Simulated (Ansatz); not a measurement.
The figure comes from a scan of TiN (rock salt): one Ti atom of a 4-atom cell moves by s along Cartesian z, with its periodic images. These are PBE (plane waves to 420 eV, PAW, scalar-relativistic; Ansatz, a quantum-chemistry and plane-wave program) values and carry that method's errors. k mesh 15×15×15 (Γ-centred), Fermi-Dirac smearing 0.05 eV. Energies are smeared free energies. Left out: 4 of 11 points, with atoms too close for the PAW data. With partly filled bands, energies and forces of such displacements shift with the k mesh and the smearing. TiN is run without spin polarisation. TiN was relaxed with its symmetry unable to fall. ΔE is measured from the undisplaced structure.

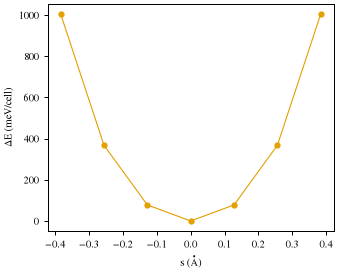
Fig. 1. ΔE (meV/cell) against s (Å); one marker a computed point.

### Question
List the plotted points as numbers.

### Answer
To the nearest 20:

| s (Å) | ΔE (meV/cell) |
|---|---|
| -0.384 | 1000 |
| -0.256 | 360 |
| -0.128 | 80 |
| 0.000 | 0 |
| 0.128 | 80 |
| 0.256 | 360 |
| 0.384 | 1000 |

(A displaced cell: forces are minus the slopes of the energy, force constants its curvatures, and phonons follow from these.)
